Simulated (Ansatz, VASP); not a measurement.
# GaN in two plane-wave programs

Aim: how closely do two programs agree when they are given the same cell, functional and k mesh?

Main program and level: Ansatz 0.2.0; plane waves, with VASP 6.6.1 beside it; band structure at r2SCAN-EpsX.

The database entry behind the starting cell has ideal inner coordinates that were not refined, so it need not match the best structure at ambient conditions.

### 1. Starting point

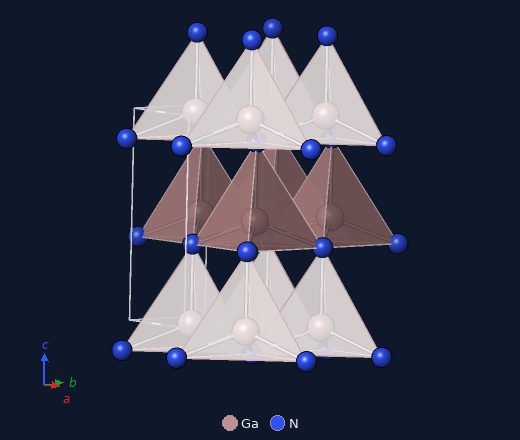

The cell as given, slightly off an axis (gallium pink, nitrogen blue). 2×2×1 cells are drawn. Some periodic images of atoms are drawn too.

### 2. Ansatz: band structure, r2SCAN-EpsX

Ansatz runs on its default PAW (the set named soft_2) files.

The same path points are solved in both programs, so levels can be compared one by one.

input.yaml

```yaml
crystal:
  lattice:
    - [3.19, 0.0, 0.0]
    - [-1.595, 2.7626210381, 0.0]
    - [0.0, 0.0, 5.189]
  atoms:
    - { symbol: Ga, position: [0.3333333333, 0.6666666667, 0.5] }
    - { symbol: Ga, position: [0.6666666667, 0.3333333333, 0.0] }
    - { symbol: "N", position: [0.3333333333, 0.6666666667, 0.875] }
    - { symbol: "N", position: [0.6666666667, 0.3333333333, 0.375] }
hamiltonian:
  xc: { exchange: r2scan, correlation: r2scan, exx: { coeff: 0.173 } }
  pseudopotentials: { kind: paw }
kpoints:
  mp_grid: { grid: [5, 5, 3] }
  band_path:
    path:
      - [0.0, 0.0, 0.0]
      - [0.44444, 0.0, 0.0]
      - [0.38889, 0.22222, 0.0]
      - [0.18519, 0.18519, 0.0]
      - [0.0, 0.0, 0.11111]
      - [0.0, 0.0, 0.5]
      - [0.44444, 0.0, 0.5]
      - [0.38889, 0.22222, 0.5]
      - [0.18519, 0.18519, 0.5]
      - [0.5, 0.0, 0.38889]
      - [0.33333, 0.33333, 0.0]
      - [0.33333, 0.33333, 0.5]
    npoints: 1
scf:
  occupations: { method: gaussian, width: 0.03 }
  n_extra_bands: 8
output:
  forces: true
  stress: true
  eigenvalues: true
```

The run is started by

```sh
> ansatz run input.yaml --threads 4 --pin off --max-ram 9216MiB --backend cpu --events-out ev --progress --plain --runs-dir out
```

Numbers of over 12 decimals in the logs are rounded to 6 here.

The program printed:

```text
Warning: output.stress: scf.convergence.dr2_threshold = 1e-7 eV (the SCF's general default) is looser than the 4e-10 eV advised for a printed stress (1e-10 eV for each atom of the cell: 4). What an SCF threshold leaves in a stress goes as its square root, and in the free energy as the threshold itself, and one threshold admits the most on a small cell: [figures from the program's tests cut] Set scf.convergence.dr2_threshold to 4e-10 eV or tighter. The threshold is an SCF's pass mark: one that does not reach it within its budget of iterations ends unconverged, or closes short of it on a stop that the run arms, and scf.convergence.dr2_threshold's page says what that costs each kind of run
Warning: output.stress: scf.exx.energy_threshold = 1e-6 eV is looser than the 4e-8 eV advised for a stress under a hybrid functional (1e-8 eV for each atom of the cell: 4). Every SCF of the exchange loop can meet its threshold on dr2 while the loop round them stops early: no threshold on dr2 bounds what that leaves in the stress. Set scf.exx.energy_threshold to 4e-8 eV or tighter. The threshold is the loop's pass mark: a loop that does not reach it within its budget of cycles ends unconverged, and scf.exx.energy_threshold's page has the law
scf.n_extra_bands = 8 over 18 filled bands (N_el = 36.0): the run solves 26 bands
Engine: ansatz 0.2.0, x86_64-unknown-linux-gnu
Pseudopotentials: kind: paw
Pseudopotential: Ga, paw, valence charge 13, recommended cutoff 500 eV (meta_gga), Ga.paw.azcp
Pseudopotential: N, paw, valence charge 5, recommended cutoff 500 eV (meta_gga), N.paw.azcp
Functional definition: unnamed
  parameter a_1 = 0.173
  exchange = (1 - a_1)*r2scan_x + a_1*exact_x
  correlation = r2scan_c
Crystal: 4 atoms, lattice volume = 45.729 Å³
Basis set: ecut = 500 eV, 1141 PW (Γ), exchange–correlation on 96×96×160 points (64 copies of the dense FFT grid, shifted against one another)
Bands: 26, of which v1, the nominal top of the filled ones, is band 18 counted from 1 (17 counted from 0)
Symmetry: 12 space group operations
Space group: P63mc (ITA 186), of the structure as read, at distance tolerance 3.6e-5 Å
k-points: 10 of 75 (time reversal used)
Non-local potential: Ga, projectors of the file, l = 0: 2, l = 1: 2, l = 2: 3, l = 3: 1
Non-local potential: N, projectors of the file, l = 0: 2, l = 1: 2, l = 2: 1
PAW form: soft (Blöchl's): semilocal exchange-correlation on the pseudo side does not see the compensation charge
PAW frozen core: Ga, regenerated for the run's functional, and the local potential with it (the file was generated under x = pbe(κ = 0.804, μ = 0.219515), c = pbe(β = 0.066725))
PAW frozen core: N, regenerated for the run's functional, and the local potential with it (the file was generated under x = pbe(κ = 0.804, μ = 0.219515), c = pbe(β = 0.066725))
PAW one-centre angular grid: Ga, 590 points (default); XC on 160 Gauss nodes
PAW one-centre angular grid: N, 302 points (default); XC on 160 Gauss nodes
Initial density: superposition of atomic densities (neutral atoms: chi_scale 0, normalization atom), corrected by the library's trained network
Initial wavefunctions: pseudopotential atomic-orbital guess
Functional: x = r2scan, c = r2scan; τ floored in thin density (d = 2e-4 eV/Å³), warm-up for x = 0.827 r2scan + 0.173 exact, c = r2scan; τ floored in thin density (d = 2e-4 eV/Å³)
SCF iter   1: F=—  HF=-8352.700926 eV  |F-HF|=—  |Δ(HF+E_count)|=         —  Δρ=1.29e-2  dr2=2.93e-2  dr2_τ=1.90e-1  ethr=1.77e-3  ⟨swp⟩=7.6  Hψ=1113  notcnv=0
preconditioner: auto → none  [insulator: Δε(μ)=2.266 eV  Ē_g=19.924 eV  σ=0.030 eV  W_gap=1.00  n_scr=22 (ndim 8)  ℏωp=32.9 eV  f_vac=0.008  D(μ)=0.00/eV (n_scr^D=0)]
SCF iter   2: F=—  HF=-8352.762275 eV  |F-HF|=—  |Δ(HF+E_count)|=   6.13e-2  Δρ=4.66e-3  dr2=6.26e-3  dr2_τ=2.35e-4  ethr=8.13e-5  ⟨swp⟩=4.4  Hψ=893  notcnv=0
SCF iter   3: F=—  HF=-8352.762243 eV  |F-HF|=—  |Δ(HF+E_count)|=   3.22e-5  Δρ=3.21e-3  dr2=1.53e-3  dr2_τ=1.24e-4  ethr=1.74e-5  ⟨swp⟩=3.0  Hψ=654  notcnv=0
SCF iter   4: F=-8352.762306 eV  HF=-8352.762428 eV  |F-HF|=1.23e-4  |Δ(HF+E_count)|=   1.85e-4  Δρ=9.19e-4  dr2=2.72e-4  dr2_τ=6.06e-5  ethr=4.25e-6  ⟨swp⟩=3.0  Hψ=549  notcnv=0
SCF 1 stopped early in 4 iterations: F = -8352.762306 eV  dr2 = 2.72e-4
  greatest PAW one-centre occupation: 0.995 electrons in one spin orbital (limit 2), on the Ga atom at site 1 (counted from 0), in its partial waves of l = 2
Initial density: handed on by an earlier stage of this run
Initial wavefunctions: those handed on with the density
Functional: x = 0.827 r2scan + 0.173 exact, c = r2scan; τ floored in thin density (d = 2e-4 eV/Å³)
Frozen-core exchange: fock
SCF iter   1: F=—  HF=-8350.849681 eV  |F-HF|=—  |Δ(HF+E_count)|=         —  Δρ=9.16e-3  dr2=1.55e-2  dr2_τ=5.62e-5  ethr=7.57e-6  ⟨swp⟩=5.2  Hψ=1102  notcnv=0
preconditioner: auto → none  [insulator: Δε(μ)=3.541 eV  Ē_g=22.309 eV  σ=0.030 eV  W_gap=1.00  n_scr=22 (ndim 8)  ℏωp=32.9 eV  f_vac=0.010  D(μ)=0.00/eV (n_scr^D=0)]
SCF iter   2: F=—  HF=-8350.845022 eV  |F-HF|=—  |Δ(HF+E_count)|=   4.66e-3  Δρ=1.48e-3  dr2=1.08e-3  dr2_τ=2.40e-5  ethr=7.57e-6  ⟨swp⟩=4.0  Hψ=811  notcnv=0
SCF iter   3: F=—  HF=-8350.848984 eV  |F-HF|=—  |Δ(HF+E_count)|=   3.96e-3  Δρ=1.15e-3  dr2=3.79e-4  dr2_τ=3.86e-5  ethr=2.08e-6  ⟨swp⟩=3.5  Hψ=615  notcnv=0
SCF iter   4: F=—  HF=-8350.848927 eV  |F-HF|=—  |Δ(HF+E_count)|=   5.71e-5  Δρ=3.21e-4  dr2=5.19e-5  dr2_τ=1.40e-5  ethr=1.03e-6  ⟨swp⟩=3.0  Hψ=513  notcnv=0
iter 5 solved again at ethr=9.27e-9 eV; its pass at ethr=1.17e-7 eV (dr2=3.34e-6 eV) is discarded
SCF iter   5: F=—  HF=-8350.848915 eV  |F-HF|=—  |Δ(HF+E_count)|=   1.15e-5  Δρ=1.05e-4  dr2=1.79e-5  dr2_τ=1.48e-7  ethr=9.27e-9  ⟨swp⟩=4.0  Hψ=1130  notcnv=0
SCF iter   6: F=—  HF=-8350.848993 eV  |F-HF|=—  |Δ(HF+E_count)|=   7.73e-5  Δρ=1.88e-4  dr2=1.67e-5  dr2_τ=1.03e-6  ethr=9.27e-9  ⟨swp⟩=4.1  Hψ=680  notcnv=0
SCF iter   7: F=-8350.848988 eV  HF=-8350.848988 eV  |F-HF|=3.36e-7  |Δ(HF+E_count)|=   4.60e-6  Δρ=3.17e-5  dr2=1.30e-6  dr2_τ=1.52e-9  ethr=9.27e-9  ⟨swp⟩=3.1  Hψ=537  notcnv=0
SCF 2 stopped early in 7 iterations: F = -8350.848988 eV  dr2 = 1.30e-6
  Residual-converged pass: ⟨swp⟩=3.7  Hψ=638  notcnv=0  max |occ|·‖R‖ = 6.4e-6 eV (tolerance 6.7e-6 eV)  dr2=1.30e-6  dr2_τ=1.48e-9  dr2_onsite=3.76e-8  max |Δocc| = 0.0e0
hybrid outer 1: dexx = +4.147e-3 eV, tail = 8.92e-6 eV
Frozen-core exchange: fock
SCF iter   1: F=—  HF=-8350.848854 eV  |F-HF|=—  |Δ(HF+E_count)|=         —  Δρ=3.03e-5  dr2=2.33e-7  dr2_τ=8.96e-9  ethr=1.24e-7  ⟨swp⟩=4.5  Hψ=620  notcnv=0
preconditioner: auto → none  [insulator: Δε(μ)=3.568 eV  Ē_g=22.227 eV  σ=0.030 eV  W_gap=1.00  n_scr=22 (ndim 8)  ℏωp=32.9 eV  f_vac=0.012  D(μ)=0.00/eV (n_scr^D=0)]
SCF iter   2: F=—  HF=-8350.848855 eV  |F-HF|=—  |Δ(HF+E_count)|=   2.64e-7  Δρ=8.58e-6  dr2=1.29e-8  dr2_τ=2.29e-9  ethr=5.77e-10  ⟨swp⟩=4.0  Hψ=774  notcnv=0
SCF iter   3: F=—  HF=-8350.848855 eV  |F-HF|=—  |Δ(HF+E_count)|=  7.28e-12  Δρ=3.64e-6  dr2=2.56e-9  dr2_τ=1.75e-10  ethr=3.45e-11  ⟨swp⟩=4.0  Hψ=577  notcnv=0
SCF iter   4: F=—  HF=-8350.848855 eV  |F-HF|=—  |Δ(HF+E_count)|=  8.80e-10  Δρ=9.10e-7  dr2=8.60e-10  dr2_τ=2.23e-11  ethr=5.87e-12  ⟨swp⟩=3.0  Hψ=506  notcnv=0
SCF iter   5: F=-8350.848855 eV  HF=-8350.848855 eV  |F-HF|=6.02e-10  |Δ(HF+E_count)|=   8.71e-9  Δρ=7.49e-7  dr2=1.89e-10  dr2_τ=4.53e-12  ethr=1.02e-12  ⟨swp⟩=4.0  Hψ=768  notcnv=0
SCF 3 converged in 5 iterations: F = -8350.848855 eV  dr2 = 1.89e-10
  Residual-converged pass: ⟨swp⟩=2.0  Hψ=361  notcnv=0  max |occ|·‖R‖ = 6.0e-7 eV (tolerance 6.3e-7 eV)  dr2=1.89e-10  dr2_τ=4.57e-12  dr2_onsite=5.29e-10  max |Δocc| = 0.0e0
hybrid outer 2: dexx = +1.403e-7 eV, tail = 2.82e-9 eV, Δε = 1.28e-3 eV (about 2.93e-5 eV left of the loop's levels), ΔF = 1.68e-4 eV/Å (tail 1.03e-4)
NSCF: frozen V_eff on 12 k-points
hybrid SCF converged: 2 outer / 12 inner (+4 warm-up), last move |dexx| = 1.40e-7 eV, tail = 2.82e-9 eV
Stability not checked: this state was not tested for a lower state beside it, because the functional holds exact exchange (a hybrid, or Hartree-Fock), whose exchange loop this test does not read (fock_operator; see scf.lower_state_search)
Free energy (F): -8350.848855 eV
Frozen-core exchange: fock
Harris-Foulkes:  -8350.848855 eV  (|F-HF|=6.02e-10)
Internal energy: -8350.848855 eV  (E = F + TS)
E sigma→0 (E₀):  -8350.848855 eV
Fermi energy:    10.439878 eV
--- Per-component energies (eV) ---
  E_band       = -94.649129
  E_kinetic    = 493.462069
  E_local      = -3916.384941  (includes V_loc(G=0)·N_el)
  E_nonlocal   = 953.640390
  E_hartree    = 1810.467641
  E_xc         = -205.305326
  E_vxc        = -239.071696  (∫ρ·V_xc dr)
  E_exx        = -96.284766  (= α·E_x^exact, valence–valence)
  E_paw        = -4216.934786  (= ΣΔE_a)
  E_vpaw       = -826.256060  (= ΣTr[D̂ρ^β])
  E_aug_tail   = -0.000039  (compensation charges beyond the density's cutoff)
  E_vtau       = 11.596525  (kinetic-family band-sum trace: ∫τ·v_τ [+ j·A + Jᵃ·Aᵃ] dr)
  E_ewald      = -3172.508547
  E_core_change = -1.000549  (= ΣΔE_core)
  E_smearing   = -0.000000  (= −TS)
  E_closure    = -0.000000  (closes the sum)
  Σ components = -8350.848855   (vs F -8350.848855, Δ=0.00e0)
--- Forces (eV/Å), atoms counted from 1 ---
  atom   1  Ga    -0.00000000     0.00000000    -0.13650483
  atom   2  Ga     0.00000000    -0.00000000    -0.13650483
  atom   3  N      0.00000000     0.00000000     0.13649225
  atom   4  N      0.00000000    -0.00000000     0.13649225
  max |Σ_I F_I| component: 2.52e-5 eV/Å
--- Stress (GPa, compression-positive) ---
       -3.983547       0.000000       0.000000
       -0.000000      -3.983547       0.000000
        0.000000       0.000000      -2.956929
  P = ⅓ Tr σ = -3.6413 GPa (-36.413 kbar)
--- Band table (eV; the first three rows and the last of 10) ---
  k-point 0: bands = [... 14 lower, 7.5255, 8.5986, 8.6556, 8.6556, 12.2239, 14.8175, 20.1480, 20.6585, ... 4 higher]
  k-point 1: bands = [... 14 lower, 7.7959, 7.7959, 8.3603, 8.3603, 13.9857, 14.9533, 19.4671, 19.8652, ... 4 higher]
  k-point 2: bands = [... 14 lower, 6.3667, 6.7951, 8.1465, 8.2981, 14.2089, 16.4442, 18.4949, 19.4667, ... 4 higher]
  k-point 9: bands = [... 14 lower, 4.3566, 5.5487, 6.2694, 6.9920, 15.8008, 17.0759, 18.2848, 18.5815, ... 4 higher]
```

Wall time 39 s (4 threads of AMD EPYC 7B13 (Zen 3), shared host); peak memory 1 GiB.

The column dr2 measures how far the density is from self-consistency, as an energy; F and HF (Harris–Foulkes) agree once it is small.

(Continued in part 2 of 2.)

[Lines on the potential files, build, host, timing and source positions are cut from VASP's logs without a mark.]

[Logs are printed without paths, hosts, clocks, repeated set-up lines and the standing remarks that a program may print on its own settings, such as how far it seeks lower states.]

[Hosts, paths, dates, database ids (printed as entryN), source tags and the programs' standing remarks are cut or masked in the printed files.]
